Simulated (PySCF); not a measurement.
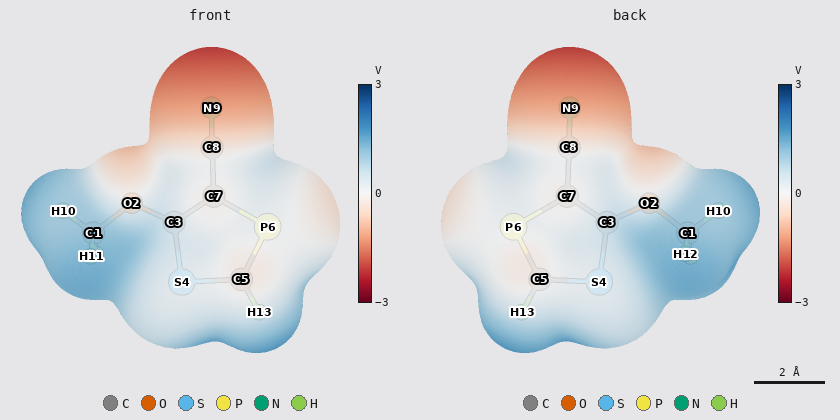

Figure 1: C$_{5}$H$_{4}$NOPS (SMILES COc1scpc1C#N). The molecular electrostatic potential painted on the density surface at 0.002 e/bohr³, seen from the front and from behind; red is negative and blue positive.

Geometry: GFN2-xTB.

Method: PBE0/def2-SVPD, SCF density, gas phase in PySCF.

| atom | x (Å) | y (Å) | z (Å) |
| --- | --- | --- | --- |
| C | -1.3297 | 0.5550 | -1.7703 |
| O | -1.1603 | 0.5149 | -0.3720 |
| C | -0.0199 | 0.0129 | 0.1039 |
| S | 1.2249 | -0.5756 | -0.9485 |
| C | 2.2888 | -1.0224 | 0.3280 |
| P | 1.8126 | -0.7653 | 1.9378 |
| C | 0.2434 | -0.0717 | 1.4527 |
| C | -0.6908 | 0.3699 | 2.4039 |
| N | -1.4368 | 0.7208 | 3.2014 |
| H | -2.3097 | 0.9952 | -1.9408 |
| H | -1.2946 | -0.4520 | -2.1984 |
| H | -0.5582 | 1.1724 | -2.2420 |
| H | 3.2260 | -1.4537 | 0.0264 |

Question: Which sites attract a positive test charge, and which a negative one?

Answer: A positive charge is drawn to the negative regions and a negative charge to the positive ones. The most negative region (about −2.0 V) lies over N9, the most positive (about +1.6 V) over S4, C5 and H13. N9 is the likeliest acceptor of a hydrogen bond.

Question: How polar is the molecule by this calculation?

Answer: Its dipole moment is 6.34 D.
